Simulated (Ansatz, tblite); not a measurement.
# [34]annulene (C₃₄H₃₄): spin states and exact exchange

Aim: set other spin states of [34]annulene (C₃₄H₃₄) against its singlet, on many levels of theory.

Method: as each input shows; program: Ansatz 0.2.0, Gaussian basis.

Levels to be run: triplet, at the geometry of the singlet (GFN1-xTB, GFN2-xTB, PBE0-D4/def2-SVP, PBE-D4/def2-SVP); the singlet's energies come from earlier runs.

**1. The relaxed structure**

The geometry is that of the singlet, from an earlier relaxation (PBE-D4/def2-SVP).

SMILES `c1ccccccccccccccccccccccccccccccccc1`, 68 atoms, charge 0, spin multiplicity 1.

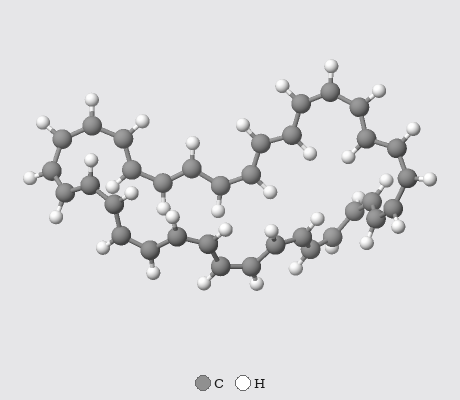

The geometry (carbon grey, hydrogen white).

**2. Triplet at the fixed geometry, GFN1-xTB**

Tight binding, by tblite at 300 K electronic temperature and without a spin-polarisation term:

```python
tblite.interface.Calculator('GFN1-xTB', numbers, positions, charge=0, uhf=2).singlepoint()
```

Energy -2443.9100 eV; 0.28 s.

**3. Triplet at the fixed geometry, GFN2-xTB**

Tight binding, by tblite at 300 K electronic temperature and without a spin-polarisation term:

```python
tblite.interface.Calculator('GFN2-xTB', numbers, positions, charge=0, uhf=2).singlepoint()
```

Energy -2441.5251 eV; 0.21 s.

**4. Triplet at the fixed geometry, PBE0-D4/def2-SVP**

Input file in.yaml:

```yaml
crystal:
  periodic: [false, false, false]
  atoms:
    - {symbol: C, position_ang: [3.999416, -4.435738, 0.146743]}
    - {symbol: C, position_ang: [4.359550, -3.642493, -0.996783]}
    - {symbol: C, position_ang: [3.605737, -3.439428, -2.131734]}
    - {symbol: C, position_ang: [2.228102, -3.783723, -2.415852]}
    - {symbol: C, position_ang: [1.106158, -3.746584, -1.612788]}
    - {symbol: C, position_ang: [1.012616, -3.257934, -0.264471]}
    - {symbol: C, position_ang: [-0.152946, -2.930353, 0.397916]}
    - {symbol: C, position_ang: [-1.494704, -3.056770, -0.100723]}
    - {symbol: C, position_ang: [-2.586522, -2.349510, 0.364716]}
    - {symbol: C, position_ang: [-2.547948, -1.369697, 1.413049]}
    - {symbol: C, position_ang: [-3.471312, -0.374423, 1.651868]}
    - {symbol: C, position_ang: [-4.683452, -0.117470, 0.923103]}
    - {symbol: C, position_ang: [-5.331514, 1.101362, 0.871666]}
    - {symbol: C, position_ang: [-4.850176, 2.307595, 1.485418]}
    - {symbol: C, position_ang: [-5.198879, 3.596271, 1.146392]}
    - {symbol: C, position_ang: [-6.179225, 4.023140, 0.188691]}
    - {symbol: C, position_ang: [-6.054803, 5.182079, -0.550887]}
    - {symbol: C, position_ang: [-4.906461, 6.052143, -0.635820]}
    - {symbol: C, position_ang: [-3.539903, 5.794418, -0.608507]}
    - {symbol: C, position_ang: [-2.763815, 4.586604, -0.711796]}
    - {symbol: C, position_ang: [-3.204987, 3.327183, -1.074029]}
    - {symbol: C, position_ang: [-2.435682, 2.126031, -1.221733]}
    - {symbol: C, position_ang: [-1.093228, 1.905785, -0.969750]}
    - {symbol: C, position_ang: [-0.498973, 0.622922, -1.151571]}
    - {symbol: C, position_ang: [0.818627, 0.243473, -0.928427]}
    - {symbol: C, position_ang: [1.883434, 1.051983, -0.441531]}
    - {symbol: C, position_ang: [3.148256, 0.564337, -0.151965]}
    - {symbol: C, position_ang: [4.203103, 1.393610, 0.328390]}
    - {symbol: C, position_ang: [5.468605, 1.051539, 0.783469]}
    - {symbol: C, position_ang: [6.087124, -0.215123, 1.053555]}
    - {symbol: C, position_ang: [5.560905, -1.493166, 1.094208]}
    - {symbol: C, position_ang: [6.351445, -2.609883, 1.521960]}
    - {symbol: C, position_ang: [5.973142, -3.930348, 1.678717]}
    - {symbol: C, position_ang: [4.758675, -4.605843, 1.285980]}
    - {symbol: H, position_ang: [3.089798, -5.052536, 0.054625]}
    - {symbol: H, position_ang: [5.386175, -3.239575, -1.005652]}
    - {symbol: H, position_ang: [4.143370, -2.993946, -2.988064]}
    - {symbol: H, position_ang: [2.034712, -4.018046, -3.478380]}
    - {symbol: H, position_ang: [0.157754, -4.012762, -2.108824]}
    - {symbol: H, position_ang: [1.953645, -3.028393, 0.258020]}
    - {symbol: H, position_ang: [-0.027152, -2.442964, 1.378320]}
    - {symbol: H, position_ang: [-1.657585, -3.707455, -0.975673]}
    - {symbol: H, position_ang: [-3.539193, -2.486857, -0.173572]}
    - {symbol: H, position_ang: [-1.639267, -1.341734, 2.035372]}
    - {symbol: H, position_ang: [-3.202179, 0.349822, 2.437395]}
    - {symbol: H, position_ang: [-5.087454, -0.928934, 0.294814]}
    - {symbol: H, position_ang: [-6.215243, 1.179519, 0.216188]}
    - {symbol: H, position_ang: [-4.029599, 2.205661, 2.213281]}
    - {symbol: H, position_ang: [-4.580100, 4.402254, 1.577506]}
    - {symbol: H, position_ang: [-7.082408, 3.406800, 0.037924]}
    - {symbol: H, position_ang: [-6.944869, 5.518030, -1.113480]}
    - {symbol: H, position_ang: [-5.160729, 7.116663, -0.793895]}
    - {symbol: H, position_ang: [-2.918256, 6.707263, -0.576002]}
    - {symbol: H, position_ang: [-1.682135, 4.720776, -0.534296]}
    - {symbol: H, position_ang: [-4.271861, 3.222904, -1.318279]}
    - {symbol: H, position_ang: [-3.009718, 1.246680, -1.562954]}
    - {symbol: H, position_ang: [-0.464127, 2.739420, -0.611787]}
    - {symbol: H, position_ang: [-1.180331, -0.170524, -1.505064]}
    - {symbol: H, position_ang: [1.066156, -0.810747, -1.131455]}
    - {symbol: H, position_ang: [1.694970, 2.124942, -0.254807]}
    - {symbol: H, position_ang: [3.335192, -0.509977, -0.321145]}
    - {symbol: H, position_ang: [3.980004, 2.476025, 0.325100]}
    - {symbol: H, position_ang: [6.119260, 1.913310, 1.011003]}
    - {symbol: H, position_ang: [7.156018, -0.141414, 1.327090]}
    - {symbol: H, position_ang: [4.498056, -1.668889, 0.869812]}
    - {symbol: H, position_ang: [7.374150, -2.356833, 1.855933]}
    - {symbol: H, position_ang: [6.686237, -4.563099, 2.237423]}
    - {symbol: H, position_ang: [4.446292, -5.427345, 1.956042]}
basis:
  gaussian: {orbitals: def2-SVP, fitting: {mean_field: def2-universal-jkfit}}
magnetization: {spin_polarized: true, initial_magnetization: 2}
hamiltonian: {xc: pbe0, dispersion: d4}
scf: {omitted_lower_state_checks: [starts]}
output: {orbitals: {seedname: orbitals}}
```

The run is started by

```
ansatz run in.yaml --threads 2 --pin off --events-out ev --progress --plain --max-ram 32768MiB --backend cuda --devices 0, --max-vram 18GiB
```

The log of the run:

```text
Functional definition: PBE0
  name "PBE0"
  cite "Adamo & Barone, J. Chem. Phys. 110, 6158 (1999) doi:10.1063/1.478522"
  cite "Perdew, Burke & Ernzerhof, Phys. Rev. Lett. 77, 3865 (1996) doi:10.1103/PhysRevLett.77.3865"
  parent pbe
  parameter a = 0.25
  parameter kappa = 0.804
  parameter beta = 0.06672455060314922
  exchange = (1 - a)*pbe_x(kappa = kappa, mu = beta*pi^2/3) + a*exact_x
  correlation = pbe_c(beta = beta)
these checks for a lower state are left out or cut short: starts
3162 factors; integrals over basis functions are off by at most 2.3e-1 eV
mean field evaluation 1: about -35707.0326 eV, gradient 7.0e1 eV
mean field evaluation 2: about -35712.3890 eV, gradient 6.4e1 eV
mean field evaluation 4: about -35734.3827 eV, gradient 1.0e1 eV
mean field evaluation 8: about -35735.3602 eV, gradient 7.5e-1 eV
mean field evaluation 16: about -35735.4135 eV, gradient 4.9e-2 eV
mean field evaluation 32: about -35735.4138 eV, gradient 1.2e-4 eV
mean field -35735.41381248 eV, -1313.2522352751 hartree, gradient 8.8e-6 eV, S^2 2.137372; 0 other end points of the search recorded, 0 dependent functions left out
reference -35735.41388109 eV, -1313.2522377966 hartree; 120, 118 occupied and 526, 528 virtual orbitals, 3162 factors
Total energy: -35737.59761003 eV, -1313.3324883548 hartree
Checks for a lower state left out: starts
```

Wall time 20 s (1 × H100 (card shared with other runs) with 2 threads of AMD EPYC 7R13, shared host).

Report: HOMO -4.06 eV, LUMO -3.65 eV (over both spins); ⟨S²⟩ 2.137 (pure: 2.00).

**5. Triplet at the fixed geometry, PBE-D4/def2-SVP**

start.molden holds the orbitals of an earlier run on this state, given as this run's starting guess.

Edit in.yaml of step 4 so:

```diff
@@ -72,5 +72,5 @@
 basis:
-  gaussian: {orbitals: def2-SVP, fitting: {mean_field: def2-universal-jkfit}}
+  gaussian: {orbitals: def2-SVP, fitting: {mean_field: def2-universal-jkfit}, initial_orbitals: start.molden}
 magnetization: {spin_polarized: true, initial_magnetization: 2}
-hamiltonian: {xc: pbe0, dispersion: d4}
+hamiltonian: {xc: pbe, dispersion: d4}
 scf: {omitted_lower_state_checks: [starts]}
```

The command is unchanged.

The log of the run:

```text
Functional definition: PBE
  name "PBE"
  cite "Perdew, Burke & Ernzerhof, Phys. Rev. Lett. 77, 3865 (1996) doi:10.1103/PhysRevLett.77.3865"
  parent pbe
  parameter kappa = 0.804
  parameter beta = 0.06672455060314922
  exchange = pbe_x(kappa = kappa, mu = beta*pi^2/3)
  correlation = pbe_c(beta = beta)
these checks for a lower state are left out or cut short: starts
3162 factors; integrals over basis functions are off by at most 2.3e-1 eV
mean field evaluation 1: about -35731.7265 eV, gradient 1.0e1 eV
mean field evaluation 2: about -35732.2791 eV, gradient 7.3e-1 eV
mean field evaluation 4: about -35732.3178 eV, gradient 1.5e-1 eV
mean field evaluation 8: about -35732.3204 eV, gradient 3.5e-4 eV
mean field -35732.32035706 eV, -1313.1385528852 hartree, gradient 2.3e-5 eV, S^2 2.009571; 0 other end points of the search recorded, 0 dependent functions left out
reference -35732.32044187 eV, -1313.1385560021 hartree; 120, 118 occupied and 526, 528 virtual orbitals, 3162 factors
Total energy: -35734.81298355 eV, -1313.2301552191 hartree
Checks for a lower state left out: starts
```

Run time: 15 s. Hardware: 1 × H100 (card shared with other runs) with 2 threads of AMD EPYC 7R13, shared host.

Report: HOMO -3.50 eV, LUMO -4.18 eV (over both spins; with the spin held, an empty level of the minority spin lies below the top filled one); ⟨S²⟩ 2.010 (pure: 2.00).

**6. Triplet less singlet, vertical**

The singlet's energies are those of its earlier runs, whose logs aren't repeated here.

```tsv
level	triplet less singlet, vertical (kJ/mol)	time
GFN1-xTB	+73.7	0.52 s
GFN2-xTB	+74.1	0.41 s
PBE-D4/def2-SVP	+78.2	23 s
PBE0-D4/def2-SVP	+85.4	30 s
```

Times add the two runs; a level without a time comes out of a correlated run. Tight binding without a spin term can't rank spin states.

**7. What came out**

```
                                               quantity                                     value
triplet less singlet, vertical, functionals in def2-SVP  +78.2 (PBE-D4) to +85.4 kJ/mol (PBE0-D4)
```

**Reading.** All functionals put the triplet above the singlet, over a spread of 7.2 kJ/mol. The checks for a lower triplet were left out, so another state of that spin may lie lower. These are electronic energies, without zero-point motion, entropy or surroundings.
